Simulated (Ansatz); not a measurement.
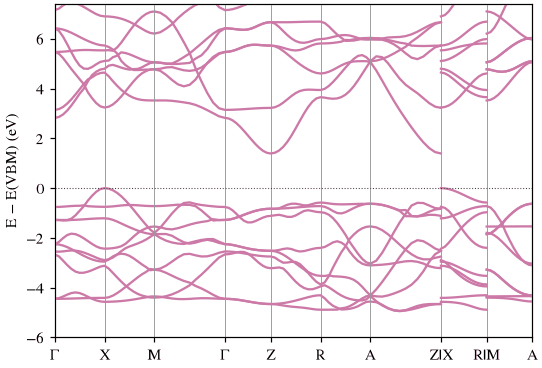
Figure. Band structure from DFT-PBEsol in the program Ansatz with PAW potentials

Q: Read off the gap and where the band edges lie.

A: About 1.4 eV (1.39 eV by a search for the band edges); maximum at X, minimum at Z.

Q: Which compound is it?
A. MgO, P4_2/mnm (Mg on 4g, O on 4f)
B. BaTiO3, P4mm (Ba on 1b, Ti on 1a, O on 2c, O on 1a)
C. FeBiO3, P4mm (Bi on 1b, Fe on 1a, O on 2c, O on 1a)
D. ZrGeO3, P4mm (Zr on 1b, Ge on 1a, O on 2c, O on 1b)

A: D, ZrGeO3, P4mm (Zr on 1b, Ge on 1a, O on 2c, O on 1b)

The start of the workflow was typed in or built on a structure type; neither database checked (COD, Materials Project) lists it. Whether it is the stable phase at ambient conditions was not checked. The cell was relaxed with PBEsol under the symmetry of its start. At this level the phase is dynamically unstable (imaginary phonons). The run is not spin-polarised. Spin–orbit coupling is left out wherever it is not named.

Potentials: the earlier of the program's two PAW sets. The files were generated under PBE; for other functionals the program regenerates the frozen cores, and for LDA and PBEsol the local potential too.
